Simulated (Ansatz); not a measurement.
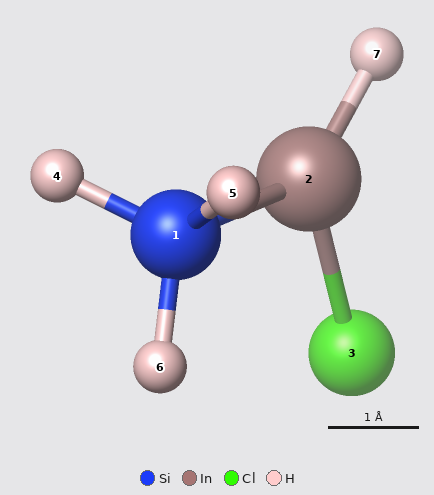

The structure as given in the input (ball-and-stick view, seen at a tilt; atoms are numbered from 1 in the order of the input). Sticks mark near contacts. Bond lengths as drawn: Cl–In 2.42 Å, H–In 1.73 Å, H–Si 1.49 Å and In–Si 2.59 Å.

Phonon calculation, with input and output: InSiH4Cl

InSiH4Cl, SMILES [SiH3][InH][Cl], computed with RKS B3LYP-D4/def2-SVPD (Ansatz 0.2.0).

It belongs to a series of runs on one base structure; here: vibrations at the highest image of the band. Figures and captions count atoms from 1; the log counts them from 0 in places.

## Input file
```yaml
crystal:
  periodic: [false, false, false]
  atoms:
    - { symbol: Si, position_ang: [-1.05703, 0.351297, -0.484135] }
    - { symbol: In, position_ang: [1.294608, -0.462157, 0.233429] }
    - { symbol: Cl, position_ang: [1.542052, -0.364681, 2.637056] }
    - { symbol: H, position_ang: [-1.816071, -0.780302, -1.089648] }
    - { symbol: H, position_ang: [-0.920864, 1.432197, -1.502621] }
    - { symbol: H, position_ang: [-1.788483, 0.869124, 0.702798] }
    - { symbol: H, position_ang: [2.745798, -1.045479, -0.496879] }
basis:
  gaussian: { orbitals: def2-SVPD }
hamiltonian:
  xc: b3lyp
  dispersion: d4
phonons: {}
```

Hardware: 2 threads of Intel Xeon @ 2.50GHz (Skylake/Cascade Lake), 16 GiB of memory available, shared host.

Run as:
```bash
ansatz run input.yaml --threads 2 --pin off --max-ram 3072MiB --backend cpu --events-out ev --progress --plain --runs-dir out
```

## What the program printed
```
Engine: ansatz 0.2.0, x86_64-unknown-linux-gnu
Functional definition: B3LYP
  parameter a0 = 0.2
  parameter ax = 0.72
  parameter ac = 0.81
  exchange = (1 - a0 - ax)*slater_x + ax*b88_x + a0*exact_x
  correlation = (1 - ac)*vwn_rpa_c + ac*lyp_c
1284 factors; integrals over basis functions are off by at most 2.8e-4 eV
mean field evaluation 1: about -25635.4488 eV, gradient 2.2e1 eV
mean field evaluation 2: about -25633.9405 eV, gradient 3.2e1 eV
mean field evaluation 4: about -25637.0120 eV, gradient 1.0e0 eV
mean field evaluation 8: about -25637.0215 eV, gradient 1.1e-2 eV
mean field -25637.02152251 eV, -942.1431635548 hartree, gradient 2.1e-5 eV, S^2 0.000000; 0 other end points of the search recorded, 0 dependent functions left out
the calculation of the forces begins
reference -25637.02181194 eV, -942.1431741914 hartree; 28, 28 occupied and 87, 87 virtual orbitals, 1284 factors
these checks for a lower state are left out or cut short: stability, starts, cluster_reference, orbital_swaps, neighbouring_geometries, increment
1284 factors; integrals over basis functions are off by at most 2.8e-4 eV
mean field evaluation 16: about -25637.0214 eV, gradient 1.8e-1 eV
mean field -25637.02141939 eV, -942.1431597653 hartree, gradient 1.4e-6 eV, S^2 0.000000; 0 other end points of the search recorded, 0 dependent functions left out
[... from here on the field's lines of each further geometry are left out, up to the last ...]
the calculation of the forces begins
reference -25637.02178828 eV, -942.1431733218 hartree; 28, 28 occupied and 87, 87 virtual orbitals, 1284 factors
these checks for a lower state are left out or cut short: stability, starts, cluster_reference, orbital_swaps, neighbouring_geometries, increment
1284 factors; integrals over basis functions are off by at most 2.8e-4 eV
mean field -25637.02152920 eV, -942.1431638007 hartree, gradient 8.2e-7 eV, S^2 0.000000; 0 other end points of the search recorded, 0 dependent functions left out
the calculation of the forces begins
reference -25637.02181865 eV, -942.1431744378 hartree; 28, 28 occupied and 87, 87 virtual orbitals, 1284 factors
WARN: phonons: modes at or below zero, which the zero-point energy, F, S and C_V leave out: 1, the lowest at -35.80 cm⁻¹. A minimum has none, and a first-order saddle one
Total energy: -25637.25739610 eV, -942.1518317496 hartree
Atom 0 at    -1.057030     0.351297    -0.484135 Å, force     0.005338     0.010573     0.007196 eV/Å
Atom 1 at     1.294608    -0.462157     0.233429 Å, force     0.002505     0.005658     0.006937 eV/Å
Atom 2 at     1.542052    -0.364681     2.637056 Å, force    -0.001095    -0.003319    -0.008335 eV/Å
Atom 3 at    -1.816071    -0.780302    -1.089648 Å, force     0.001751    -0.007281    -0.001300 eV/Å
Atom 4 at    -0.920864     1.432197    -1.502621 Å, force    -0.003489    -0.000135    -0.003372 eV/Å
Atom 5 at    -1.788483     0.869124     0.702798 Å, force    -0.001017    -0.001932    -0.001945 eV/Å
Atom 6 at     2.745798    -1.045479    -0.496879 Å, force    -0.003993    -0.003565     0.000820 eV/Å
Dipole moment:    -0.217681     0.022113    -0.716895 e Å
Vibrations: -35.80 73.43 283.66 324.69 327.36 451.58 474.88 517.28 846.22 942.19 944.16 1788.55 2209.10 2222.90 2243.90 cm⁻¹, zero-point energy 0.846186 eV
```

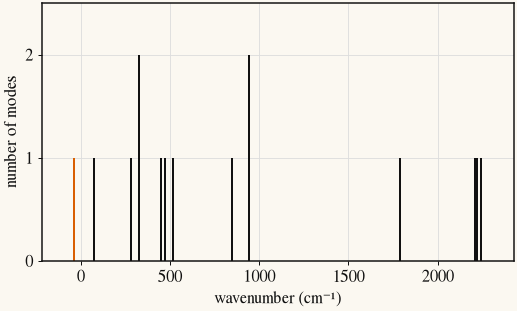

Harmonic vibrational wavenumbers from the force constants; neighbouring modes closer than 10 cm⁻¹ are counted in one stick, and imaginary ones are drawn at negative wavenumbers. 15 modes from 36i to 2244 cm⁻¹, 1 imaginary beyond 8i (36i cm⁻¹): not a clean minimum; so soft a mode can be a shallow saddle, an incomplete relaxation or noise of the force constants.

## Key numbers

- outcome: converged
- total energy: −25637.2574 eV
- mean-field energy: −25637.0218 eV
- largest force (length of the vector): 0.014 eV/Å
- wall time: 1.9 min (CPU time 3.7 min)
- peak memory: 0.3 GiB
